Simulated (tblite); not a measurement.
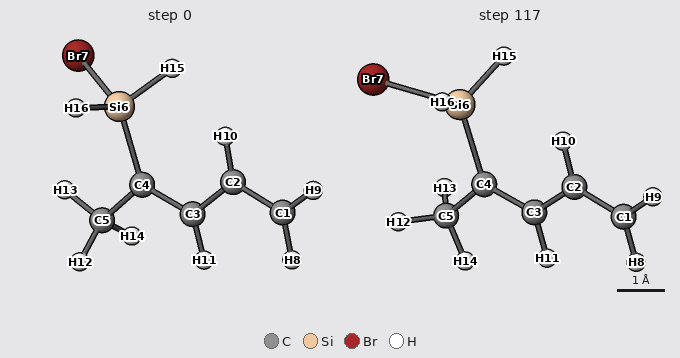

The structure of C$_{5}$H$_{9}$BrSi before (left) and after (right) a relaxation, at one scale.

Style: ball-and-stick. Shown at a tilt.

Method: GFN2-xTB geometry optimisation, gas phase in tblite 0.8.0. 

Summarise the run.

Answer. The atom that moves furthest after the best rigid fit is Br7 (1.31 Å). By element the largest moves are Br 1.31 Å, H 1.11 Å, C 0.22 Å, Si 0.05 Å. Among the contacts that change: C4–Si6 1.819 → 1.883 Å, Si6–Br7 2.272 → 2.227 Å, Si6–H16 1.487 → 1.458 Å, C3–H11 1.066 → 1.085 Å. Bond angles that change, for instance: C3–C2–H10 125.0° → 117.0°, Br7–Si6–H16 111.9° → 104.0°, H15–Si6–H16 105.9° → 112.7°. Groups turn about C4–C5 by about 55°, C4–Si6 by about 35°. After 117 geometry steps the energy has fallen by 9.86 kcal/mol.
